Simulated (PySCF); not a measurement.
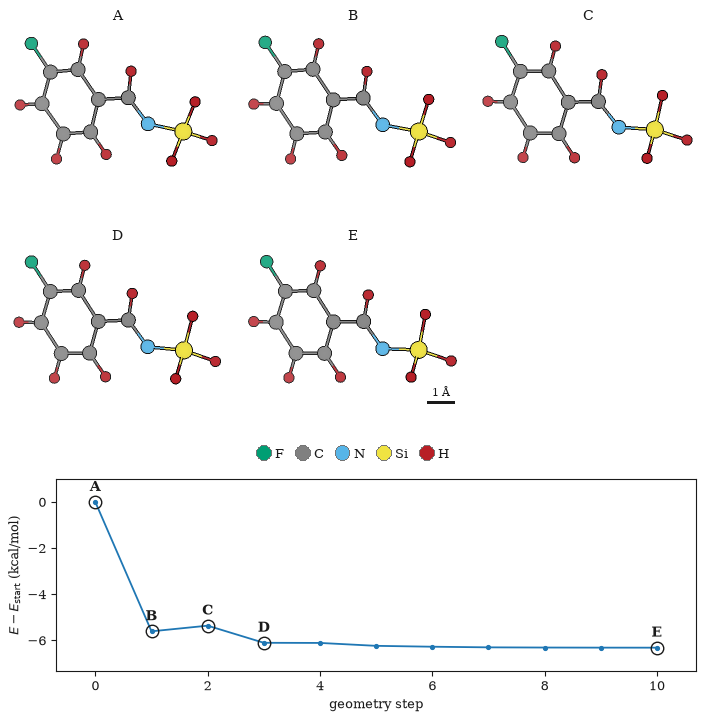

Frames of a relaxation of C$_{7}$H$_{8}$FNSi, marked on the history of the run. Style: ball-and-stick. Shown from a free direction.

The start comes from GFN2-xTB. Its atoms were then displaced at random by about 0.01 Å.

These are results of PySCF, PBE0-D3(BJ)/def2-SVP geometry optimisation, gas phase, not measurements. 

Describe the path.

After 10 geometry steps the energy has fallen by 6.31 kcal/mol. An H atom moves most after the best rigid fit: 0.37 Å. Largest moves by element: H 0.37 Å, N 0.19 Å, C 0.15 Å, F 0.13 Å, Si 0.06 Å. Some distances before and after: N–Si 1.698 → 1.748 Å, H–Si 1.455 → 1.503 Å, C–C 1.344 → 1.389 Å, C–H 1.049 → 1.092 Å. Bond angles that change, for instance: C–N–Si 135.4° → 125.3°, N–Si–H 102.5° → 108.4°, N–Si–H 117.2° → 112.3°. The run took 3.1 min on 1 thread of Arm Neoverse V1, with other jobs on the host. From step 0 to 1: an H atom moves most (0.21 Å), energy −5.60 kcal/mol. From step 1 to 2: an H atom moves most (0.20 Å), energy +0.25 kcal/mol. From step 2 to 3: an H atom moves most (0.10 Å), energy −0.74 kcal/mol. From step 3 to 10: an H atom moves most (0.13 Å), energy −0.21 kcal/mol.

| step | E − E(0), kcal/mol |
| --- | --- |
| 0 | 0.00 |
| 1 | -5.60 |
| 2 | -5.36 |
| 3 | -6.10 |
| 4 | -6.11 |
| 5 | -6.23 |
| 6 | -6.27 |
| 7 | -6.30 |
| 8 | -6.31 |
| 9 | -6.31 |
| 10 | -6.31 |
